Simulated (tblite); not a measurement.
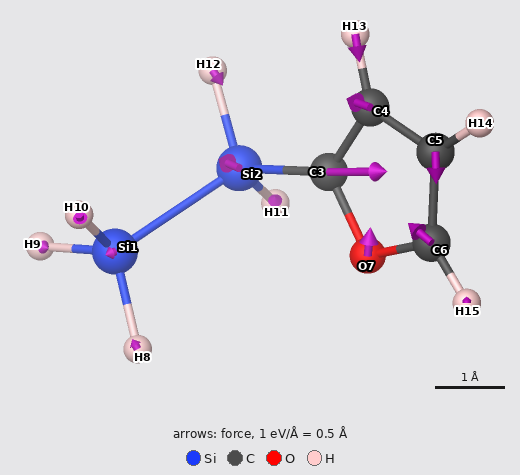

Starting geometry of C$_{4}$H$_{8}$OSi$_{2}$ with the computed forces as purple arrows. The picture is a ball-and-stick view, seen at a tilt.

Method: tblite, GFN2-xTB geometry optimisation, gas phase. 

### What follows when this structure is relaxed?

It isn't relaxed: the largest force vector, on C3, is 2.32 eV/Å. The final displacements follow the starting forces only in part (cosine between the two patterns 0.42). The largest move after the best rigid fit is that of H12, 0.11 Å. By element the largest moves are H 0.11 Å, C 0.04 Å, O 0.03 Å, Si 0.02 Å. Some distances before and after: Si2–C3 1.843 → 1.874 Å, C3–C4 1.398 → 1.368 Å, C3–O7 1.385 → 1.357 Å, C4–H13 1.098 → 1.071 Å. Bond angles that change, for instance: Si1–Si2–H12 110.2° → 114.6°, C3–Si2–H12 108.6° → 104.9°, C3–Si2–H11 110.3° → 106.9°. The energy falls by 0.132 eV in 33 geometry steps.
